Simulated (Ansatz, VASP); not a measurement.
## SbSe2: VASP beside Ansatz

One calculation is typed for both programs; each brings its own data sets. How far apart do they land? The cell is invented: As first built, before any earlier steps moved the atoms (in the runner's words): it takes the VSe2 structure with some of its atoms replaced by other elements, volume scaled by an estimate. It may not be a known or stable phase. The cell is taken from a series of VASP runs on this material, whose earlier steps may have relaxed, scaled or displaced it; both programs get it as it stands. Other levels of theory on this material are compared in a session of their own. Valence electrons are named where the data sets of a main pair hold unlike numbers.

Calculated with Ansatz 0.2.0; plane waves, with VASP 6.6.1 beside it; band structure at PBE.

## (1) Starting point

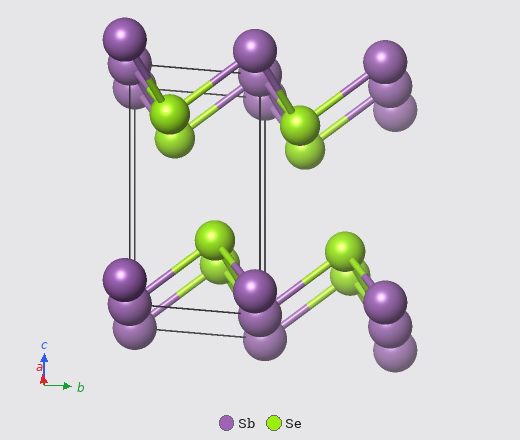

The starting structure, seen from a free direction (antimony purple, selenium green). 2×2×1 cells are drawn. Bonds to atoms that aren't drawn are left out. Some periodic images of atoms are drawn too.

## (2) VASP: band structure, PBE

With cell and atoms fixed, the geometry can't cause a difference; cores, projectors, grids and the points listed under the comparison can.

Lines of VASP's logs that name or quote its potential files are left out, and so is its time.

Contents of INCAR:

```
SYSTEM = SbSe2
PREC = Accurate
ENCUT = 400
EDIFF = 1E-06
NELM = 100
ISMEAR = 0
SIGMA = 0.05
LREAL = .FALSE.
ALGO = Normal
GGA = PE
LORBIT = 11
LWAVE = .FALSE.
LCHARG = .FALSE.
```

Contents of POSCAR:

```
SbSe2
1.0
    3.8891667698      0.0000000356      0.0000000000
   -1.9445828240      3.3681166027      0.0000000000
    0.0000000000      0.0000000000      6.4198224187
Sb Se
1 2
Direct
    0.0000000000      0.0000000000      0.0000000000
    0.3333333300      0.6666666700      0.2621724083
    0.6666666700      0.3333333300      0.7378275917
```

Contents of KPOINTS:

```
Automatic mesh
0
Gamma
7 7 4
0 0 0
```

Contents of KPOINTS_OPT:

```
Line mode
16
Line-mode
Reciprocal
  0.00000000   0.00000000   0.00000000 GAMMA
  0.50000000   0.00000000   0.00000000 M

  0.50000000   0.00000000   0.00000000 M
  0.33333333   0.33333333   0.00000000 K

  0.33333333   0.33333333   0.00000000 K
  0.00000000   0.00000000   0.00000000 GAMMA

  0.00000000   0.00000000   0.00000000 GAMMA
  0.00000000   0.00000000   0.50000000 A

  0.00000000   0.00000000   0.50000000 A
  0.50000000   0.00000000   0.50000000 L

  0.50000000   0.00000000   0.50000000 L
  0.33333333   0.33333333   0.50000000 H

  0.33333333   0.33333333   0.50000000 H
  0.00000000   0.00000000   0.50000000 A

  0.50000000   0.00000000   0.50000000 L
  0.50000000   0.00000000   0.00000000 M

  0.33333333   0.33333333   0.00000000 K
  0.33333333   0.33333333   0.50000000 H
```

The projector-augmented-wave data sets are Sb and Se (PBE family, release 64).

Started as:

```sh
> mpirun -np 1 vasp_std
```

Numbers of over 12 decimals in the logs are rounded to 6 here.

Output:

```text
[banner, memory and clock lines left out]
running    1 mpi-ranks, on    1 nodes
 distrk:  each k-point on    1 cores,    1 groups
 distr:  one band on    1 cores,    1 groups

 POSCAR found type information on POSCAR SbSe
 POSCAR found :  2 types and       3 ions
 LDA part: xc-table for (Slater+PW92), standard interpolation
 POSCAR, INCAR and KPOINTS ok, starting setup
 FFT: planning ... GRIDC
 FFT: planning ... GRID_SOFT
 FFT: planning ... GRID
 WAVECAR not read
 entering main loop
       N       E                     dE             d eps       ncg     rms          rms(c)
DAV:   1     0.742406713952E+02    0.74241E+02   -0.53266E+03   672   0.884E+02
DAV:   2    -0.629319296990E+01   -0.80534E+02   -0.77485E+02   956   0.170E+02
DAV:   3    -0.117694973293E+02   -0.54763E+01   -0.53691E+01   836   0.502E+01
DAV:   4    -0.118417744943E+02   -0.72277E-01   -0.72111E-01   744   0.654E+00
DAV:   5    -0.118427691533E+02   -0.99466E-03   -0.99446E-03   804   0.782E-01    0.462E+00
DAV:   6    -0.115894416902E+02    0.25333E+00   -0.35675E-01   684   0.466E+00    0.305E+00
DAV:   7    -0.115930599454E+02   -0.36183E-02   -0.14974E-01   740   0.224E+00    0.113E+00
DAV:   8    -0.115934522144E+02   -0.39227E-03   -0.40561E-03   764   0.584E-01    0.389E-01
DAV:   9    -0.115939496913E+02   -0.49748E-03   -0.14945E-03   736   0.335E-01    0.971E-02
DAV:  10    -0.115939545255E+02   -0.48342E-05   -0.74033E-05   816   0.643E-02    0.418E-02
DAV:  11    -0.115939751319E+02   -0.20606E-04   -0.48536E-05   696   0.562E-02    0.124E-02
DAV:  12    -0.115939737472E+02    0.13847E-05   -0.74074E-06   716   0.205E-02    0.614E-03
DAV:  13    -0.115939738100E+02   -0.62817E-07   -0.17474E-06   428   0.931E-03
   1 F= -.11593974E+02 E0= -.11592003E+02  d E =-.394071E-02
 Start KPOINTS_OPT (optional k-point list driver)
k-point batch [1-28\144]
       N       E                     dE             ncg
DAV:   1     0.143104763971E+04   -0.75283E+04      672
DAV:   2    -0.667092873480E+03   -0.20981E+04      916
DAV:   3    -0.819487734288E+03   -0.15239E+03      788
DAV:   4    -0.821852653557E+03   -0.23649E+01      800
DAV:   5    -0.821890165998E+03   -0.37512E-01      788
DAV:   6    -0.821891109482E+03   -0.94348E-03      840
DAV:   7    -0.821891135638E+03   -0.26156E-04      772
DAV:   8    -0.821891136829E+03   -0.11910E-05      568
DAV:   9    -0.821891136934E+03   -0.10577E-06      512
[...]
k-point batch [141-144\144]
       N       E                     dE             ncg
DAV:   1     0.115540891104E+05   -0.17305E+04       96
DAV:   2     0.112764143872E+05   -0.27767E+03      124
DAV:   3     0.112522868242E+05   -0.24128E+02      120
DAV:   4     0.112518995991E+05   -0.38723E+00       96
DAV:   5     0.112518946246E+05   -0.49745E-02      112
DAV:   6     0.112518945195E+05   -0.10505E-03      100
DAV:   7     0.112518945167E+05   -0.28409E-05      112
DAV:   8     0.112518945166E+05   -0.69689E-07       52
```

Parts of OUTCAR (step 2):

```text
ion  position               nearest neighbor table
   1  0.000  0.000  0.000-   2 2.81   3 2.81   3 2.81   2 2.81   3 2.81   2 2.81
   2  0.333  0.667  0.262-   1 2.81   1 2.81   1 2.81
   3  0.667  0.333  0.738-   1 2.81   1 2.81   1 2.81

  LATTYP: Found a hexagonal cell.
 ALAT       =     3.8891667698
 C/A-ratio  =     1.6506935286

 Subroutine GETGRP returns: Found 12 space group operations
 (whereof 12 operations were pure point group operations)

The static configuration has the point symmetry D_3d.

 Found     28 irreducible k-points:

   k-points           NKPTS =     28   k-points in BZ     NKDIM =     28   number of bands    NBANDS=     12

   dimension x,y,z NGX =    28 NGY =   28 NGZ =   42
   dimension x,y,z NGXF=    56 NGYF=   56 NGZF=   84

   ENCUT  =  400.0 eV  29.40 Ry    5.42 a.u.   6.34  6.34 10.47*2*pi/ulx,y,z

   NELECT =      17.0000    total number of electrons

 k-points in reciprocal lattice and weights: Automatic mesh
   0.00000000  0.00000000  0.00000000       0.005
   0.14285714 -0.00000000  0.00000000       0.031
   0.28571429 -0.00000000  0.00000000       0.031
   0.42857143 -0.00000000  0.00000000       0.031
   0.14285714  0.14285714  0.00000000       0.031
   0.28571429  0.14285714  0.00000000       0.061
   0.42857143  0.14285714  0.00000000       0.031
   0.28571429  0.28571429  0.00000000       0.031
   0.00000000  0.00000000  0.25000000       0.010
[...]
0.42857143  0.14285714  0.50000000       0.031
   0.28571429  0.28571429  0.50000000       0.031

 average (electrostatic) potential at core
       1 -89.3742       2 -54.1525       3 -54.1525

 E-fermi :   3.9990

 k-point     1 :       0.0000    0.0000    0.0000
  band No.  band energies     occupation
    ...
      5       2.5775      2.00000
      6       2.6809      2.00000
      7       3.0721      2.00000
      8       3.0721      2.00000
      9       3.1623      2.00000
     10       5.7874      0.00000
     11       6.5935      0.00000
     12       6.5935      0.00000

 k-point     2 :       0.1429   -0.0000    0.0000
  band No.  band energies     occupation
    ...
      4       0.9251      2.00000
      5       1.8185      2.00000
      6       1.9892      2.00000
      7       3.0418      2.00000
      8       3.2674      2.00000
      9       4.3998      0.00000
     10       6.0057      0.00000
     11       6.7710      0.00000
     12       6.8345      0.00000

 k-point     3 :       0.2857   -0.0000    0.0000
  band No.  band energies     occupation
    ...
      4      -0.4147      2.00000
      5       0.6609      2.00000
      6       1.2661      2.00000
      7       2.7079      2.00000
      8       3.2011      2.00000
      9       4.0584      0.09303
     10       6.1944      0.00000
     11       7.1397      0.00000
     12       7.7595      0.00000

  Total        0.0197419      0.0197419      0.0078521      0.0000000     -0.0000000      0.0000000
  in kB        0.3761256      0.3761255      0.1495987      0.0000001     -0.0000000      0.0000000
  external PRESSURE =       0.3006166 kB  Pullay stress =       0.0000000 kB

  energy-cutoff  :      400.00
  volume of cell :       84.09
      direct lattice vectors                 reciprocal lattice vectors
     3.889166770  0.000000036  0.000000000     0.257124483  0.148450874  0.000000000
    -1.944582824  3.368116603  0.000000000    -0.000000003  0.296901833  0.000000000
     0.000000000  0.000000000  6.419822419     0.000000000  0.000000000  0.155767549

 POSITION                                       TOTAL-FORCE (eV/Angst)
 -----------------------------------------------------------------------------------
      0.00000      0.00000      0.00000        -0.000000      0.000000     -0.000000
      0.00000      2.24541      1.68310         0.000000      0.000000      0.004858
      1.94458      1.12271      4.73672        -0.000000     -0.000000     -0.004858
 -----------------------------------------------------------------------------------
    total drift:                               -0.000000     -0.000000      0.000000

  FREE ENERGIE OF THE ION-ELECTRON SYSTEM (eV)
  ---------------------------------------------------
  free  energy   TOTEN  =       -11.5939738100 eV

  energy  without entropy=      -11.5900331016  energy(sigma->0) =      -11.59200346

 total charge
# of ion       s       p       d       tot
------------------------------------------
    1        1.232   0.957   0.083   2.273
    2        1.494   2.237   0.027   3.758
    3        1.494   2.237   0.027   3.758
--------------------------------------------------
tot          4.220   5.432   0.137   9.788

[... 3 further parts left out ...]
```

The run ends at a pressure of 0.03 GPa, with forces up to 0.0049 eV/Å.

## (3) Ansatz: band structure, PBE

Ansatz runs on its default PAW (the set named soft_2) files.

The same cell, functional, mesh and smearing now go to Ansatz, which takes its cutoff from its data sets.

Contents of input.yaml:

```yaml
crystal:
  lattice:
    - [3.8891667698, 3.56e-08, 0.0]
    - [-1.944582824, 3.3681166027, 0.0]
    - [0.0, 0.0, 6.4198224187]
  atoms:
    - { symbol: Sb, position: [0.0, 0.0, 0.0] }
    - { symbol: Se, position: [0.33333333, 0.66666667, 0.2621724083] }
    - { symbol: Se, position: [0.66666667, 0.33333333, 0.7378275917] }
hamiltonian:
  xc: pbe
  pseudopotentials: { kind: paw }
kpoints:
  mp_grid: { grid: [7, 7, 4] }
  band_path:
    path:
      - [0.0, 0.0, 0.0]
      - [0.13333, 0.0, 0.0]
      - [0.3, 0.0, 0.0]
      - [0.46667, 0.0, 0.0]
      - [0.46667, 0.06667, 0.0]
      - [0.41111, 0.17778, 0.0]
      - [0.35556, 0.28889, 0.0]
      - [0.28889, 0.28889, 0.0]
      - [0.17778, 0.17778, 0.0]
      - [0.06667, 0.06667, 0.0]
      - [0.0, 0.0, 0.03333]
      - [0.0, 0.0, 0.2]
      - [0.0, 0.0, 0.36667]
      - [0.0, 0.0, 0.5]
      - [0.16667, 0.0, 0.5]
      - [0.3, 0.0, 0.5]
      - [0.46667, 0.0, 0.5]
      - [0.46667, 0.06667, 0.5]
      - [0.41111, 0.17778, 0.5]
      - [0.35556, 0.28889, 0.5]
      - [0.28889, 0.28889, 0.5]
      - [0.17778, 0.17778, 0.5]
      - [0.06667, 0.06667, 0.5]
      - [0.5, 0.0, 0.46667]
      - [0.5, 0.0, 0.3]
      - [0.5, 0.0, 0.13333]
      - [0.33333, 0.33333, 0.0]
      - [0.33333, 0.33333, 0.16667]
      - [0.33333, 0.33333, 0.33333]
      - [0.33333, 0.33333, 0.5]
    npoints: 1
scf:
  occupations: { method: gaussian, width: 0.05 }
  n_extra_bands: 7
output:
  forces: true
  stress: true
  eigenvalues: true
```

Started as:

```sh
> ansatz run input.yaml --threads 2 --pin off --max-ram 4608MiB --backend cpu --events-out ev --progress --plain --runs-dir out
```

Output:

```text
Warning: the atoms were moved onto the symmetric positions of the space group found under crystal.symmetry.tolerance 1.0e-5 (fractional; no operation is sought that the atoms, as they stand in a round, miss by more than twice it, and no atom is moved by as much as it), and the run uses the moved positions. Before a round's move an operation carried an atom to 3.89e-8 Å from where it should land, the largest such dist [...]
scf.n_extra_bands = 7 over 24 filled bands (N_el = 47.0): the run solves 31 bands
Engine: ansatz 0.2.0, aarch64-unknown-linux-gnu
Pseudopotentials: kind: paw
Pseudopotential: Sb, paw, valence charge 15, recommended cutoff 420 eV (normal), Sb.paw.azcp
Pseudopotential: Se, paw, valence charge 16, recommended cutoff 420 eV (normal), Se.paw.azcp
Functional definition: PBE
  parameter kappa = 0.804
  parameter beta = 0.066725
  exchange = pbe_x(kappa = kappa, mu = beta*pi^2/3)
  correlation = pbe_c(beta = beta)
Crystal: 3 atoms, lattice volume = 84.094 Å³
Basis set: ecut = 420 eV, 1677 PW (Γ), exchange–correlation on 54×54×90 points (8 copies of the dense FFT grid, shifted against one another)
Bands: 31, of which v1, the nominal top of the filled ones, is band 24 counted from 1 (23 counted from 0)
Symmetry: 12 space group operations
Space group: P-3m1 (ITA 164), of the structure as read, at distance tolerance 4.4e-5 Å
k-points: 28 of 196
Non-local potential: Sb, projectors of the file, l = 0: 2, l = 1: 2, l = 2: 2, l = 3: 2
Non-local potential: Se, projectors of the file, l = 0: 2, l = 1: 2, l = 2: 3, l = 3: 1
PAW form: soft (Blöchl's): semilocal exchange-correlation on the pseudo side does not see the compensation charge
PAW one-centre angular grid: Sb, 590 points (default); XC on 64 Gauss nodes
PAW one-centre angular grid: Se, 590 points (default); XC on 64 Gauss nodes
Initial density: superposition of atomic densities (neutral atoms: chi_scale 0, normalization atom), corrected by the library's trained network
Initial wavefunctions: pseudopotential atomic-orbital guess
Functional: x = pbe(κ = 0.804, μ = 0.219515), c = pbe(β = 0.066725)
SCF iter   1: F=—  HF=-17423.085268 eV  |F-HF|=—  |Δ(HF+E_count)|=         —  Δρ=1.61e-3  dr2=2.65e-3  ethr=1.77e-3  ⟨swp⟩=8.0  Hψ=4139  notcnv=0
preconditioner: auto → LDOS  [insulator: Δε(μ)=0.058 eV  Ē_g=11.101 eV  σ=0.050 eV  W_gap=0.54  n_scr=22 (ndim 8)  ℏωp=16.7 eV  f_vac=0.075  D(μ)=3.03/eV (n_scr^D=22)  ε∞_Penn≈3.3  β→1.0]
SCF iter   2: F=—  HF=-17423.085575 eV  |F-HF|=—  |Δ(HF+E_count)|=   3.08e-4  Δρ=8.59e-4  dr2=9.81e-4  ethr=5.65e-6  ⟨swp⟩=2.9  Hψ=1945  notcnv=0  defer=73
SCF iter   3: F=—  HF=-17423.085262 eV  |F-HF|=—  |Δ(HF+E_count)|=   3.14e-4  Δρ=2.68e-4  dr2=1.03e-4  ethr=2.09e-6  ⟨swp⟩=2.4  Hψ=1397  notcnv=0  defer=73
SCF iter   4: F=—  HF=-17423.085265 eV  |F-HF|=—  |Δ(HF+E_count)|=   3.34e-6  Δρ=9.87e-5  dr2=2.02e-5  ethr=2.19e-7  ⟨swp⟩=2.0  Hψ=919  notcnv=0  defer=73
SCF iter   5: F=—  HF=-17423.085255 eV  |F-HF|=—  |Δ(HF+E_count)|=   9.72e-6  Δρ=2.63e-5  dr2=1.47e-6  ethr=4.30e-8  ⟨swp⟩=2.0  Hψ=936  notcnv=0  defer=73
SCF iter   6: F=-17423.085255 eV  HF=-17423.085255 eV  |F-HF|=2.00e-9  |Δ(HF+E_count)|=   1.99e-7  Δρ=4.11e-6  dr2=9.70e-9  ethr=2.13e-10  ⟨swp⟩=8.4  Hψ=4237  notcnv=0
SCF 1 converged in 6 iterations: F = -17423.085255 eV  dr2 = 9.70e-9
  greatest PAW one-centre occupation: 1.000 electrons in one spin orbital (limit 2), on the Se atom at site 2 (counted from 0), in its partial waves of l = 2
NSCF: frozen V_eff on 30 k-points
SCF converged after 6 iterations
Free energy (F): -17423.085255 eV
Harris-Foulkes:  -17423.085255 eV  (|F-HF|=2.00e-9)
Internal energy: -17423.081362 eV  (E = F + TS)
E sigma→0 (E₀):  -17423.083309 eV
Entropy (-TS):   -0.003893 eV (-1.298 meV/atom)
Fermi energy:    7.739130 eV
--- Per-component energies (eV) ---
  E_band       = -974.905657
  E_kinetic    = 441.434419
  E_local      = -6825.685995  (includes V_loc(G=0)·N_el)
  E_nonlocal   = -828.159379
  E_hartree    = 3292.989977
  E_xc         = -345.823122
  E_vxc        = -291.138310  (∫ρ·V_xc dr)
  E_paw        = -8398.371698  (= ΣΔE_a)
  E_vpaw       = -57.334163  (= ΣTr[D̂ρ^β])
  E_aug_tail   = -0.001190  (compensation charges beyond the density's cutoff)
  E_ewald      = -4759.464374
  E_smearing   = -0.003893  (= −TS)
  E_closure    = -0.000000  (closes the sum)
  Σ components = -17423.085255   (vs F -17423.085255, Δ=0.00e0)
--- Forces (eV/Å), atoms counted from 1 ---
  atom   1  Sb     0.00000000    -0.00000000    -0.00000000
  atom   2  Se     0.00000000     0.00000000     0.00650577
  atom   3  Se    -0.00000000     0.00000000    -0.00650577
  max |Σ_I F_I| component: 2.31e-18 eV/Å
--- Stress (GPa, compression-positive) ---
        0.109416      -0.000000       0.000000
        0.000000       0.109416       0.000000
        0.000000       0.000000       0.053428
  P = ⅓ Tr σ = 0.0908 GPa (0.908 kbar)
--- Band table (eV; the first three rows and the last of 28) ---
  k-point 0: bands = [... 20 lower, 6.4162, 6.8129, 6.8129, 6.9093, 9.5397, 10.3407, 10.3407, 14.4104, ... 3 higher]
  k-point 1: bands = [... 20 lower, 6.2789, 6.8964, 6.8964, 7.8435, 9.3814, 10.2204, 10.2204, 14.4699, ... 3 higher]
  k-point 2: bands = [... 20 lower, 6.2451, 6.9735, 6.9735, 8.4548, 9.1022, 10.1022, 10.1022, 14.2538, ... 3 higher]
  k-point 27: bands = [... 20 lower, 3.7113, 6.4069, 6.5719, 8.1002, 10.2433, 10.7015, 11.5392, 14.7352, ... 3 higher]
```

Elapsed: 3.4 s, on 2 threads of Arm Neoverse V2, shared host; peak memory 0.38 GiB; 6.3 s of CPU time.

Reading the cycles: dr2 is the Hartree energy of the density residual (eV), the measure of convergence; HF is the Harris–Foulkes estimate of the energy, which meets the free energy F at convergence.

## (4) Differences

Known differences besides the potentials themselves: the data sets hold 47 valence electrons in Ansatz (on its default PAW (the set named soft_2) files) and 17 in VASP; the cutoff is 420 eV in Ansatz and 400 eV in VASP; VASP leaves aspherical gradient terms in its spheres out (LASPH is not set), Ansatz keeps them. Total energies have different zeros and are not compared.

Both answers:

| quantity | Ansatz | VASP | difference |
| --- | --- | --- | --- |
| pressure (GPa) | 0.09 | 0.03 | +0.06 |

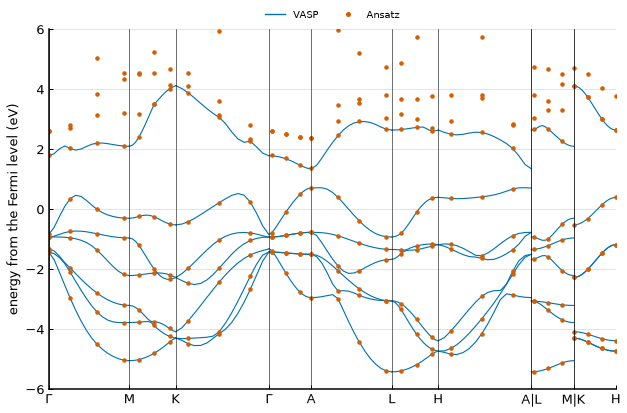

Bands from VASP (lines) and levels from Ansatz (dots). Dots without a line are higher empty bands that the VASP plot leaves out.

Levels from 3 eV below to 2 eV above the Fermi level differ by 3 meV r.m.s. and 12 meV at most; each VASP level is matched to the nearest of Ansatz, which flatters the figure a little. Ansatz's pressure holds a Pulay correction of 0.02 GPa; VASP's holds none.

## (5) Results

```
r.m.s. difference of levels near the Fermi level (band structure, PBE) : 3.2 meV
```

What this shows: The r.m.s. difference of levels near the Fermi level is 3.2 meV (band structure, PBE), within the 80 meV picked in this series as the mark of a large difference. The data sets hold unlike numbers of valence electrons (47 in Ansatz and 17 in VASP), so part of the differences comes from the potentials. 3 further runs of this series are not shown here. How closely two codes agree says nothing of how well the functional describes the real material.

[Lines on the potential files, build, host, timing and source positions are cut from VASP's logs without a mark.]

[Logs are printed without paths, hosts, clocks, repeated set-up lines and the standing remarks that a program may print on its own settings, such as how far it seeks lower states.]

[Hosts, paths, dates, database ids (printed as entryN), source tags and the programs' standing remarks are cut or masked in the printed files.]
